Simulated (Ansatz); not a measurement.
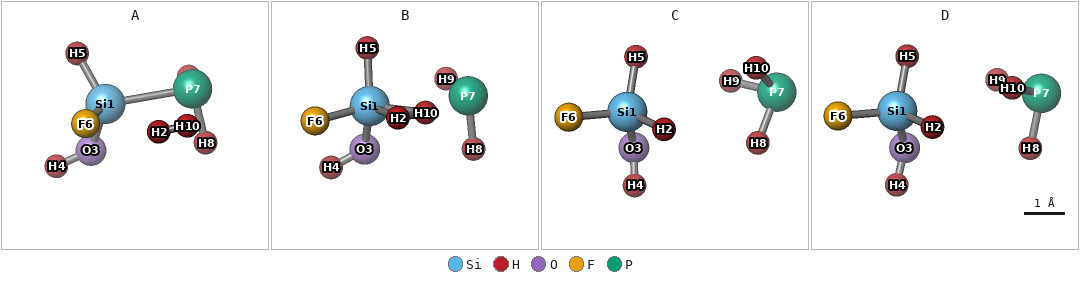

4 geometries from a converged minimum-energy path of SiPH₆OF, made up at the start of SiH$_{3}$OF and PH$_{3}$, shuffled. Style: ball-and-stick. Shown at a tilt.

Method: RKS r2SCAN-D4/6-31G* in Ansatz 0.2.0. Settings: 9 movable images; climbing image; force threshold 0.03 eV/Å; iteration limit 60; starting path through a guess of the saddle point.

Q: Which of them lies highest in energy?

A: B. In order along the path, whose images run from 0 to 10: C (image 0, 0.0 kcal/mol), D (image 1, +0.5 kcal/mol), B (image 4, +59.7 kcal/mol), A (image 8, 0.0 kcal/mol). Breaking: P7–H10 (1.43 → 1.87 at the top → 3.91 Å), Si1–H2 (1.49 → 1.70 at the top → 3.51 Å). Forming: H2–H10 (3.08 → 0.98 at the top → 0.74 Å), Si1–P7 (4.06 → 2.59 at the top → 2.24 Å).

Limits of the set-up: the start holds two separate molecules, 3.0 Å apart at their closest, whose relative position is a soft coordinate.

The run took 6.5 min on 2 threads of Arm Neoverse V2, with other jobs on the host, peak memory 0.14 GiB.
